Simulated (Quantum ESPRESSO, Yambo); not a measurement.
# Quasiparticle gap of KF (Carobbiite) in Yambo, part 2 of 2

Wanted: ground state, empty states, screening and self-energy for KF (Carobbiite).

Quantum ESPRESSO 7.5 and Yambo 5.3.0; PBE and many-body steps on it, plane waves. Known limits of the many-body steps: not at the basis limit; coarse k mesh.

So far. Step 3 (Bands along the symmetry lines): The gap is 6.199 eV, as in the run before at this level. Step 4 (Empty states on the mesh, 4×4×4 mesh, 458 bands): On this mesh the gap is 6.199 eV.

## Step 5: Conversion and set-up

This step: Yambo 5.3.0; conversion and set-up on PBE, plane waves, norm-conserving pseudopotentials.

The states are converted to the many-body program's format and the q mesh is built.

Command:

```sh
> (cd o/x.save; p2y > p2y.log; mv SAVE ../..); yambo > setup.log
```

Log:

```text
 Yambo, version 5.3.0

 [02] CORE Variables Setup
 =========================

  [02.01] Unit cells
  ==================

  Cell kind             :  FCC
  Atoms in the cell     :  K  F
  number of K  atoms    :  1
  number of F  atoms    :  1

  List of atomic masses
  Mass of K     :  39.09800
  Mass of F     :  18.99800

  List of atomic coordinates    : [cc]
  K1       :  0.000000  0.000000  0.000000  order 1
  F1       :  5.049065  5.049065  5.049065  order 2

  Alat factors          :  5.049065  5.049065  5.049065 [a.u.]
  Direct lattice volume :  257.4322 [a.u.]
  Direct lattice vectors:  A[ 1 ]  A[ 2 ]  A[ 3 ]
   A[ 1 ]: -0.000000  1.000000  1.000000  [iru]
  -0.000000  5.049065  5.049065  [cc]
   A[ 2 ]:  1.000000 -0.000000  1.000000  [iru]
   5.049065 -0.000000  5.049065  [cc]
   A[ 3 ]:  1.000000  1.000000  0.000000  [iru]
   5.049065  5.049065  0.000000  [cc]

  Recip. lattice volume :  0.963556 [a.u.]
  Recip. lattice vectors:  B[ 1 ]  B[ 2 ]  B[ 3 ]
   B[ 1 ]: -0.500000  0.500000  0.500000  [iku]
  -0.622213  0.622213  0.622213  [cc]
   B[ 2 ]:  0.500000 -0.500000  0.500000  [iku]
   0.622213 -0.622213  0.622213  [cc]
   B[ 3 ]:  0.500000  0.500000 -0.500000  [iku]
   0.622213  0.622213 -0.622213  [cc]

  [02.02] Symmetries
  ==================

  Inversion symmetry    : yes
  Spatial inversion     : yes
  Inversion index       :  25
  K-space Time-reversal : no
  Magnetic symmetries   : no
  Group table correct   : yes
  Symmetries units      :  [cc]

   [S  1]:   1.0000      0.22084E-16  0.22084E-16  0.22084E-16   1.0000     -0.22084E-16 -0.22084E-16 -0.22084E-16   1.0000
   [S  2]:  -1.0000     -0.22084E-16  0.22084E-16 -0.22084E-16  -1.0000     -0.22084E-16  0.22084E-16  0.22084E-16   1.0000
   [S  3]:  -1.0000      0.22084E-16 -0.22084E-16 -0.22084E-16   1.0000      0.22084E-16  0.22084E-16 -0.22084E-16  -1.0000
[...]
[... 36 further rows ...]
   [S 47]:  0.22084E-16   1.0000     -0.22084E-16 -0.22084E-16  0.22084E-16  -1.0000       1.0000     -0.22084E-16  0.22084E-16
   [S 48]:  0.22084E-16  -1.0000      0.22084E-16 -0.22084E-16 -0.22084E-16   1.0000       1.0000      0.22084E-16 -0.22084E-16

  [02.03] Reciprocal space
  ========================

  nG shells         :  250
  nG charge         :  21187
  nG WFs            :   3335
  nC WFs            :  2685
  G-vecs. in first 25 shells:  [ Number ]
     1    9   15   27   51   59   65   89  113
    137   169   181   229   259   283   307   331   339
    387   411   459   531   537   561   609
  ...
  Shell energy in first 25 shells:  [ mHa ]
    0.00000      580.723      774.298      1548.60      2129.32      2322.89      3097.19      3677.91      3871.49
    4645.79      5226.51      6194.38      6775.10      6968.68      7742.98      8323.70      8517.27      9291.57
    9872.29      10065.9      10840.2      11420.9      12388.8      12969.5      13163.1
  ...

[...]
BZ  K-points                                      :   64

  K/Q-points units:
  rlu = crystal or reduced units; cc = cartesian coordinates; iku = interal k-units

  K [1]          [rlu]:  0.000000  0.000000  0.000000
         WF components:  2685
  K [2]          [rlu]:  0.16981E-17  0.16981E-17  0.25000
         WF components:  2656
  K [3]          [rlu]: -0.33962E-17 -0.33962E-17 -0.50000
         WF components:  2638
  K [4]          [rlu]:  0.74356E-19  0.25000      0.25000
         WF components:  2650
  K [5]          [rlu]:  0.35728E-18  0.25000     -0.50000
         WF components:  2654
  [... 2 further k-points ...]
  K [8]          [rlu]:  0.250000 -0.500000 -0.250000
         WF components:  2656

  [02.05] Energies & Occupations
  ==============================

  [X] === General ===
  [X] Electronic Temperature                        :  0.000000  0.000000 [eV K]
  [X] Bosonic    Temperature                        :  0.000000  0.000000 [eV K]
  [X] Finite Temperature mode                       : no
  [X] El. density                                   :  0.41942E+24 [cm-3]
  [X] Fermi Level                                   :  1.536558 [eV]

  [X] === Gaps and Widths ===
  [X] Conduction Band Min                           :  6.199420 [eV]
  [X] Valence Band Max                              :  0.000000 [eV]
  [X] Filled Bands                                  :   8
  [X] Empty Bands                                   :     9   458
  [X] Direct Gap                                    :  6.199420 [eV]
  [X] Direct Gap localized at k                     :  1
  [X] Indirect Gap                                  :  6.199420 [eV]
  [X] Indirect Gap between kpts                     :  1  1
  [X] Last valence band width                       :  0.344584 [eV]
  [X] 1st conduction band width                     :  3.553835 [eV]

  E @ K [1]:  [eV]
   -26.115      -18.599      -9.3644      -9.3644      -9.3644     -0.80436E-12 -0.35743E-12   0.0000
    6.19942  10.69423  10.69423  10.69423  12.32173  12.32173  16.89953  24.27706
  occ @ K [1]
   2.000000  2.000000  2.000000  2.000000  2.000000  2.000000  2.000000  2.000000
[...]
E @ K [2]:  [eV]
[...]
occ @ K [2]
[...]
E @ K [3]:  [eV]
[...]
occ @ K [3]
[...]
E @ K [4]:  [eV]
[...]
occ @ K [4]
[...]
E @ K [5]:  [eV]
[...]
occ @ K [5]
[...]
[... 2 further k-points ...]
  E @ K [8]:  [eV]
[...]
occ @ K [8]
   2.000000  2.000000  2.000000  2.000000  2.000000  2.000000  2.000000  2.000000
   0.000000  0.000000  0.000000  0.000000  0.000000  0.000000  0.000000  0.000000

 [03] Transferred momenta grid and indexing
 ==========================================

 IBZ Q-points                                      :   8
 BZ  Q-points                                      :   64

 K/Q-points units:
 rlu = crystal or reduced units; cc = cartesian coordinates; iku = interal k-units

 Q [1]          [rlu]:  0.000000  0.000000  0.000000
 Q [2]          [rlu]:  0.16981E-17  0.16981E-17  0.25000
 Q [3]          [rlu]: -0.33962E-17 -0.33962E-17 -0.50000
[...]
Q [7]          [rlu]: -0.14871E-18 -0.50000     -0.50000
 Q [8]          [rlu]:  0.250000 -0.500000 -0.250000

  [03.01] X indexes
  =================

   [03.01.01] Sigma indexes
   ========================

 [06] Game Over & Game summary
```

Wall time 2.1 s (1 MPI rank of Arm Neoverse V2, shared host); peak memory 0.24 GiB.

## Step 6: Screening and self-energy, 4×4×4 mesh, 458 bands, screening to 353.7 eV

Now the one-shot GW correction: screening in the RPA, then the self-energy of the levels asked for.

This step: G0W0 on PBE, plane waves, norm-conserving pseudopotentials.

The input, gw3.in:

```
HF_and_locXC
gw0
dyson
ppa
em1d
rim_cut
RandQpts= 1000000
RandGvec= 1 RL
EXXRLvcs= 72 Ry
VXCRLvcs= 288 Ry
Chimod= "HARTREE"
% BndsRnXp
 1 | 458 |
%
NGsBlkXp= 26 Ry
% LongDrXp
 1 | 1 | 1 |
%
% GbndRnge
 1 | 458 |
%
DysSolver= "n"
ExtendOut
PPAPntXp= 27.21138 eV
% QPkrange
 1 | 1 | 7 | 10 |
%
```

Command:

```sh
> OMP_NUM_THREADS=1 mpirun -n 4 yambo -F gw3.in -J gw3 -C gw3 > gw3.log
```

Log:

```text
 Yambo, version 5.3.0

 [02] CORE Variables Setup
 =========================

  [... cell, symmetries and grids as in the set-up ...]

  [02.05] Energies & Occupations
  ==============================

  [X] === General ===
  [X] Electronic Temperature                        :  0.000000  0.000000 [eV K]
  [X] Bosonic    Temperature                        :  0.000000  0.000000 [eV K]
  [X] Finite Temperature mode                       : no
  [X] El. density                                   :  0.41942E+24 [cm-3]
  [X] Fermi Level                                   :  1.536558 [eV]

  [X] === Gaps and Widths ===
  [X] Conduction Band Min                           :  6.199420 [eV]
  [X] Valence Band Max                              :  0.000000 [eV]
  [X] Filled Bands                                  :   8
  [X] Empty Bands                                   :     9   458
  [X] Direct Gap                                    :  6.199420 [eV]
  [X] Direct Gap localized at k                     :  1
  [X] Indirect Gap                                  :  6.199420 [eV]
  [X] Indirect Gap between kpts                     :  1  1
  [X] Last valence band width                       :  0.344584 [eV]
  [X] 1st conduction band width                     :  3.553835 [eV]

 [03] Transferred momenta grid and indexing
 ==========================================

 IBZ Q-points                                      :   8
 BZ  Q-points                                      :   64

 K/Q-points units:
 rlu = crystal or reduced units; cc = cartesian coordinates; iku = interal k-units

 Q [1]          [rlu]:  0.000000  0.000000  0.000000
 Q [2]          [rlu]:  0.16981E-17  0.16981E-17  0.25000
 Q [3]          [rlu]: -0.33962E-17 -0.33962E-17 -0.50000
 Q [4]          [rlu]:  0.74356E-19  0.25000      0.25000
 Q [5]          [rlu]: -0.62307E-17  0.25000      0.50000
 Q [6]          [rlu]: -0.33962E-17  0.25000     -0.25000
 Q [7]          [rlu]: -0.14871E-18 -0.50000     -0.50000
 Q [8]          [rlu]:  0.250000 -0.500000 -0.250000

 [04] Coloumb potential Random Integration (RIM)
 ===============================================

  [04.01] RIM initialization
  ==========================

  * Diagonal components only detected *

  8 x (sBL volume)        :  0.120444 [a.u.]
  sBZ random points       :  1000000
  Points outside the sBZ  :   7996195
  RL volume               :  0.963556 [a.u.]
  Integrated volume       :  0.964014 [a.u.]

  [04.02] RIM integrals
  =====================

  Gamma point sphere radius             :  0.089580 [a.u.]
  Points outside the sphere             :   799659
  [Int_sBZ(q=0) 1/q^2]*(Vol_sBZ)^(-1/3) =:  7.764404
                                 should be <:  7.795600

  Summary of Coulomb integrals for non-metallic bands |Q|[au] RIM/Bare

  Q [1] 0.100000E-4 0.995998 * Q [2] 0.269426 1.064955
  Q [4] 0.311106 1.063169 * Q [6] 0.439971 1.026119
  Q [5] 0.515912 1.019126 * Q [3] 0.538852 1.017184
  Q [7] 0.622213 1.014132 * Q [8] 0.695655 1.011034

 [05] Dipoles
 ============

  [05.01] Setup: observables and procedures
  =========================================

 [06] Dynamic Dielectric Matrix (PPA)
 ====================================

 [WR./gw3//ndb.pp]---------------------------------------------------------------
  Brillouin Zone Q/K grids (IBZ/BZ)                :    8   64    8   64
  RL vectors                                       :   3383 [WF]
  Coulomb cutoff potential                         : none
  Electronic Temperature                           :  0.000000 [K]
  Bosonic    Temperature                           :  0.000000 [K]
  PPA    diel. fun.  energies                      : Perdew, Burke & Ernzerhof(X)+Perdew, Burke & Ernzerhof(C)
  wavefunctions                                    : Perdew, Burke & Ernzerhof(X)+Perdew, Burke & Ernzerhof(C)
  Global Gauge                                     : length
  X matrix size                                    :   609
  X band range                                     :     1   458
  X e/h energy range                               : -1.000000 -1.000000 [eV]
  X Time ordering                                  : R
  X Hxc Kernel                                     : HARTREE
  X Drude frequency                                :  0.000000  0.000000
  X poles                                          :  100.0000 [o/o]
  RL vectors in the sum                            :   3383
  [r,Vnl] included                                 : yes
  Field direction                                  :  0.577350E-5  0.577350E-5  0.577350E-5
  BZ energy Double Grid                            : no
  BZ energy DbGd points                            : 0
  BZ Q point size factor                           : -1.000000
  X Optical Averaged directions                    : none

 [07] Local Exchange-Correlation + Non-Local Fock
 ================================================

 [VXC] Plane waves :  21187
 [EXS] Plane waves :  2733

 QP @ state[ 1 ] K range:  1  1
 QP @ state[ 1 ] b range:   7  10

 [xc] Functional : Perdew, Burke & Ernzerhof(X)+Perdew, Burke & Ernzerhof(C)
 [xc] LIBXC used to calculate xc functional
  PP Number of Atomic Species                      :  2
  NLCC RL compoments                               :  21187
  PP Number of Atomic Species                      :  2
  NLCC RL compoments                               :  21187

 [xc] E_xc :  -9.052398 [Ha]
      E_xc :  -18.10480 [Ry]

  Local XC kind (lXC) : Perdew, Burke & Ernzerhof(X)+Perdew, Burke & Ernzerhof(C)
  Non-Local XC kind (nlXC) : Hartree-Fock

  Corrections @ K [1] :  [eV]
 <7|nlXC|7> = -29.45298  0.14209E-17 <7|lXC|7> = -21.89882  0.000000
 <8|nlXC|8> = -29.45295 -0.36453E-17 <8|lXC|8> = -21.89882 -0.37763E-15
 <9|nlXC|9> = -4.028151 -0.21341E-17 <9|lXC|9> = -7.969212 -0.14161E-15
 <10|nlXC|10> = -4.982602  0.10511E-17 <10|lXC|10> = -10.84085 -0.94408E-16

 [08] Dyson equation: Newton solver
 ==================================

  [08.01] G0W0 (W PPA)
  ====================

  [  GW  ] Bands range     :     1   458
  [GW/PPA] G damping       :  0.100000 [eV]

  QP @ state[ 1 ] K range:  1  1
  QP @ state[ 1 ] b range:   7  10

   Sc/G bands                                       :     1   458
   Sc/G damping                                     :  0.100000 ev
   Sc bands terminator                              : no
   Sx RL components                                 :  2733

   QP @ state[ 1 ] K range                          :  1  1
   QP @ state[ 1 ] b range                          :   7  10
   GF energies kind                                 : Perdew, Burke & Ernzerhof(X)+Perdew, Burke & Ernzerhof(C)
   GF WF`s kind                                     : Perdew, Burke & Ernzerhof(X)+Perdew, Burke & Ernzerhof(C)
   Xs energies kind                                 : Perdew, Burke & Ernzerhof(X)+Perdew, Burke & Ernzerhof(C)
   Xs WF`s kind                                     : Perdew, Burke & Ernzerhof(X)+Perdew, Burke & Ernzerhof(C)

 [11] Game Over & Game summary
```

The job ended after 9.4 min (4 MPI ranks; peak memory 2.1 GiB; 38 min of CPU time).

This step gave:

* G0W0 gap on the points computed: 9.744 eV
* starting gap on the mesh: 6.199 eV
* k of the valence top: 0, 0, 0
* k of the conduction bottom: 0, 0, 0
* least direct G0W0 gap on the computed points: 9.744 eV
* Z at the valence top: 0.8067
* Z at the conduction bottom: 0.8991

The gap on the mesh goes from 6.20 eV to 9.74 eV, a correction of +3.54 eV.

Limits: finite bands, cutoff and mesh; coarse k mesh. v1 is the top filled band, c1 the lowest empty one. The levels before and after the correction (eV, zero at the valence-band top of each column):

|  | conduction bottom | valence top |
| --- | --- | --- |
| Kohn-Sham | 6.20 | 0.00 |
| G0W0 | 9.74 | 0.00 |

|  | level | energy (eV) |
| --- | --- | --- |
| Kohn-Sham | Γ v2-v1 | 0.000 |
| Kohn-Sham | Γ c1 | 6.199 |
| Kohn-Sham | Γ c2 | 10.694 |
| G0W0 | Γ v2-v1 | 0.000 |
| G0W0 | Γ c1 | 9.744 |
| G0W0 | Γ c2 | 15.562 |

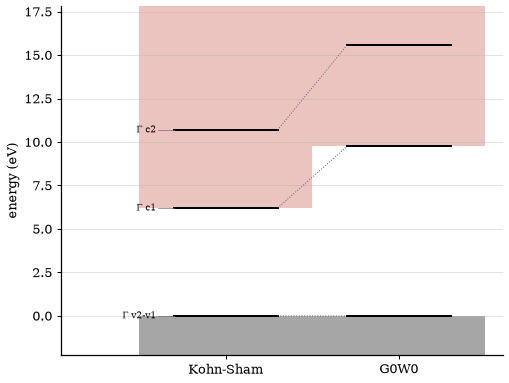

Levels before and after the correction. Shaded: valence and conduction bands.

## Step 7: Where the time went

Times are wall times on the hardware named with each run, good to a factor of about two.

| step | time | share | memory (GiB) |
| --- | --- | --- | --- |
| ground state | 2.9 s | 0 % | 0.22 |
| bands along the symmetry lines | 3.1 s | 0 % | 0.2 |
| empty states on the mesh | 42 s | 7 % | 0.71 |
| conversion and set-up | 2.1 s | 0 % | 0.24 |
| screening and self-energy | 9.4 min | 92 % | 2.1 |

## Step 8: Outcome

```
PBE gap              : 6.20 eV, direct
G0W0 gap on the mesh : 9.74 eV
GW settings          : 4×4×4 mesh, 458 bands, screening to 353.7 eV, Godby-Needs plasmon pole
known limits         : not at the basis limit; coarse k mesh
```

What this shows: G0W0 moves the gap on the mesh from 6.20 eV to 9.74 eV (+3.54 eV), with Z of 0.81 and 0.90 at the edges. Only 1 of the mesh's irreducible points was corrected, so a valley elsewhere could overtake. The dearest step here is «screening and self-energy». Bands and cutoff are finite, so the gap is not at the basis limit. The miss can reach some tenths of an eV and take either sign; the mesh is an error of its own. In the G0W0 run levels were corrected at 1 k point alone, so a gap called «on the mesh» is the least over those, and an edge elsewhere would be missed. The 4×4×4 mesh is coarse for this cell, which bears on the long-range parts of exchange and screening.

[Paths, hosts, dates, memory and timing lines, banners, echoed tables and standing remarks are left out of the program output.]

[Logs are printed without paths, hosts, clocks, repeated set-up lines and the standing remarks that a program may print on its own settings, such as how far it seeks lower states.]

[Runs of the session that timed out or met a known fault of the program may be left out.]

[Hosts, paths, dates, database ids (printed as entryN), source tags and the programs' standing remarks are cut or masked in the printed files.]
